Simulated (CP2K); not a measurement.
# BSi2H4Cl2F (SMILES F[SiH](Cl)B([SiH3])Cl) at MNDO

Aim: the vertical singlet–triplet gap of BSi2H4Cl2F at MNDO, from 2 runs. 

The calculation is run with CP2K 2026.2.

3 further runs of the same task are left out: 1 that didn't finish, 2 set aside as unsound or not needed.

## (1) The molecule

The species is BSi2H4Cl2F (10 atoms), meant as a singlet with charge 0. SMILES: `F[SiH](Cl)B([SiH3])Cl`. The shape comes from a force field and isn't a relaxed structure. This is one conformer, not always the lowest.

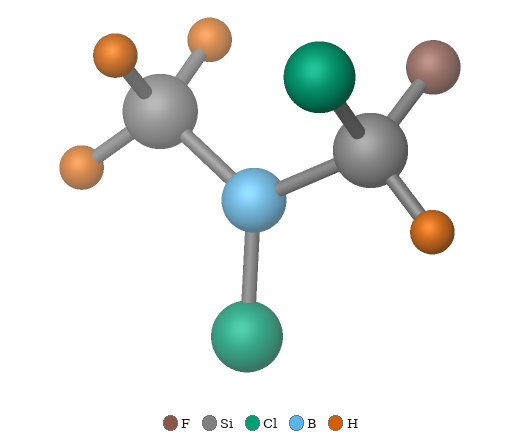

Viewed from a chosen angle; fluorine brown, silicon grey, chlorine teal, boron blue, hydrogen orange.

## (2) The energy at MNDO

The input, gas.inp:

```
&GLOBAL
  PROJECT gas
  RUN_TYPE ENERGY
  PRINT_LEVEL MEDIUM
&END GLOBAL

&FORCE_EVAL
  METHOD Quickstep
  &DFT
    &QS
      METHOD MNDO
      EPS_DEFAULT 1.0E-10
      &SE
        &COULOMB
          CUTOFF [angstrom] 50
          RC_RANGE [angstrom] 0
        &END COULOMB
        &EXCHANGE
          CUTOFF [angstrom] 50
          RC_RANGE [angstrom] 0
        &END EXCHANGE
      &END SE
    &END QS
    ! cluster boundary conditions
    &POISSON
      PERIODIC NONE
      POISSON_SOLVER ANALYTIC
    &END POISSON
    &SCF
      SCF_GUESS ATOMIC
      EPS_SCF 1.0E-07
      MAX_SCF 80
      ADDED_MOS 4
      &DIAGONALIZATION
        ALGORITHM STANDARD
      &END DIAGONALIZATION
      &MIXING
        METHOD DIRECT_P_MIXING
        ALPHA 0.4
      &END MIXING
    &END SCF
    &PRINT
      &MOMENTS
        PERIODIC F
        REFERENCE COM
        MAX_MOMENT 1
      &END MOMENTS
      &MO ON
        ENERGIES T
        OCCUPATION_NUMBERS T
        NDIGITS 6
        &EACH
          QS_SCF 0
        &END EACH
        ADD_LAST NUMERIC
      &END MO
      &HIRSHFELD OFF
      &END HIRSHFELD
    &END PRINT
  &END DFT
  ! atoms, cell and kinds
  &SUBSYS
    &CELL
      ABC 12.6 11.7 12.9
      PERIODIC NONE
    &END CELL
    &COORD
      SCALED T
      F    0.36076190   0.42067949   0.59364341
      Si   0.40389683   0.55688462   0.57063566
      Cl   0.50669841   0.60267949   0.68837984
      B    0.48423016   0.56064530   0.43875194
      Si   0.59992857   0.46020085   0.41583721
      Cl   0.43357937   0.65749145   0.33481395
      H    0.31769841   0.63902137   0.56812403
      H    0.64496032   0.48000427   0.31162016
      H    0.56707143   0.34250855   0.43278295
      H    0.68230159   0.48820940   0.49588372
    &END COORD
  &END SUBSYS
&END FORCE_EVAL
```

Started as:

```console
$ OMP_NUM_THREADS=1 cp2k.psmp -i gas.inp > gas.out 2>&1
```

What it wrote, shortened:

```text
CP2K| version string:                                       CP2K version 2026.2
[...]
 GLOBAL| Method name                                                        CP2K
[...]
 GLOBAL| Run type                                                         ENERGY
[...]
                             - Atoms:                                         10
[...]
                             - Spherical basis functions:                     28
[...]
 Number of electrons:                                                         36
[...]
     1 P_Mix/Diag. 0.40E+00    0.0     0.80050825       -49.7607575122 -4.98E+01
[...]
    23 DIIS/Diag.  0.11E-06    0.0     0.00000010       -54.8932349548 -1.28E-13
  *** SCF run converged in    23 steps ***
  Core-core repulsion energy [eV]:                           2425.08664631279908
  Core Hamiltonian energy [eV]:                             -2457.04452915508182
  Two-electron integral energy [eV]:                        -2923.52600928047923
  Electronic energy [eV]:                                   -3918.80753379532143
  Total energy [eV]:                                        -1493.72088748252258
  Atomic reference energy [eV]:                              1488.19481520034310
  Heat of formation [kcal/mol]:                              -127.43426428232411
[...]
 SE_DIPOLE| Moment [Debye]          0.21789300       0.30569039       1.62345483
 SE_DIPOLE| Derivative [a.u.]       0.00000000       0.00000000       0.00000000
 ENERGY| Total FORCE_EVAL ( QS ) energy [hartree]            -54.893234954775238
[...]
```

Wall time 1.1 s (1 thread of Intel Xeon 6975P-C (Granite Rapids), shared host); peak memory 0.18 GiB.

## (3) The triplet at the same level

The input, mol.inp:

```
&FORCE_EVAL
  METHOD Quickstep
  &DFT
    MULTIPLICITY 3
    UNRESTRICTED_KOHN_SHAM T
    &QS
      METHOD MNDO
      EPS_DEFAULT 1.0E-10
      &SE
        &COULOMB
          CUTOFF [angstrom] 50
          RC_RANGE [angstrom] 0
        &END COULOMB
        &EXCHANGE
          CUTOFF [angstrom] 50
          RC_RANGE [angstrom] 0
        &END EXCHANGE
      &END SE
    &END QS
    &POISSON
      PERIODIC NONE
      POISSON_SOLVER ANALYTIC
    &END POISSON
    &SCF
      SCF_GUESS ATOMIC
      EPS_SCF 1.0E-07
      MAX_SCF 150
      ADDED_MOS 8
      &DIAGONALIZATION
        ALGORITHM STANDARD
      &END DIAGONALIZATION
      &MIXING
        METHOD DIRECT_P_MIXING
        ALPHA 0.4
      &END MIXING
    &END SCF
    &PRINT
      &MOMENTS
        PERIODIC F
        REFERENCE COM
        MAX_MOMENT 1
      &END MOMENTS
      &MO ON
        ENERGIES T
        OCCUPATION_NUMBERS T
        NDIGITS 6
        &EACH
          QS_SCF 0
        &END EACH
        ADD_LAST NUMERIC
      &END MO
      &HIRSHFELD OFF
      &END HIRSHFELD
    &END PRINT
  &END DFT
  ! structure
  &SUBSYS
    &CELL
      ABC 12.6 11.7 12.9
      PERIODIC NONE
    &END CELL
    &COORD
      SCALED T
      F    0.36076190   0.42067949   0.59364341
      Si   0.40389683   0.55688462   0.57063566
      Cl   0.50669841   0.60267949   0.68837984
      B    0.48423016   0.56064530   0.43875194
      Si   0.59992857   0.46020085   0.41583721
      Cl   0.43357937   0.65749145   0.33481395
      H    0.31769841   0.63902137   0.56812403
      H    0.64496032   0.48000427   0.31162016
      H    0.56707143   0.34250855   0.43278295
      H    0.68230159   0.48820940   0.49588372
    &END COORD
  &END SUBSYS
&END FORCE_EVAL

&GLOBAL
  PROJECT mol
  RUN_TYPE ENERGY
  PRINT_LEVEL MEDIUM
&END GLOBAL
```

Started as:

```console
$ OMP_NUM_THREADS=1 cp2k.psmp mol.inp > mol.out
```

What it wrote, shortened:

```text
CP2K| version string:                                       CP2K version 2026.2
[...]
 GLOBAL| Method name                                                        CP2K
[...]
 GLOBAL| Run type                                                         ENERGY
[...]
                             - Atoms:                                         10
[...]
                             - Spherical basis functions:                     28
[...]
 Number of electrons:                                                         19
[...]
     1 P_Mix/Diag. 0.40E+00    0.0     0.56466546       -49.7607575122 -4.98E+01
[...]
    91 DIIS/Diag.  0.94E-07    0.0     0.00000010       -54.7822553052 -1.35E-13
  *** SCF run converged in    91 steps ***
  Core-core repulsion energy [eV]:                           2425.08664631279908
  Core Hamiltonian energy [eV]:                             -2460.95525443532097
  Two-electron integral energy [eV]:                        -2909.66473902989628
  Electronic energy [eV]:                                   -3915.78762395026934
  Total energy [eV]:                                        -1490.70097763747026
  Atomic reference energy [eV]:                              1488.19481520034310
  Heat of formation [kcal/mol]:                               -57.79348333484160
[...]
 SE_DIPOLE| Moment [Debye]         -0.00723376       0.53051941       1.71357432
 SE_DIPOLE| Derivative [a.u.]       0.00000000       0.00000000       0.00000000
 ENERGY| Total FORCE_EVAL ( QS ) energy [hartree]            -54.782255305192848
[...]
```

It took 1.3 s on 1 thread of Intel Xeon 6975P-C (Granite Rapids), shared host; peak memory 0.19 GiB.

## (4) Results

At MNDO:

```
                                        quantity            value
                           singlet: total energy     -54.89323 Eh
                          singlet: dipole moment           1.67 D
                            singlet: HOMO energy        -10.48 eV
                            singlet: LUMO energy         -1.39 eV
                          singlet: HOMO–LUMO gap          9.09 eV
                      singlet: heat of formation  -127.4 kcal/mol
                           triplet: total energy     -54.78226 Eh
                          triplet: dipole moment           1.79 D
     triplet: HOMO energy (highest over α and β)         -7.63 eV
      triplet: LUMO energy (lowest over α and β)         -3.96 eV
                      triplet: heat of formation   -57.8 kcal/mol
vertical energy of the triplet above the singlet         3.020 eV
```

In words: At this shape the triplet lies 3.02 eV (291 kJ/mol) above the singlet.
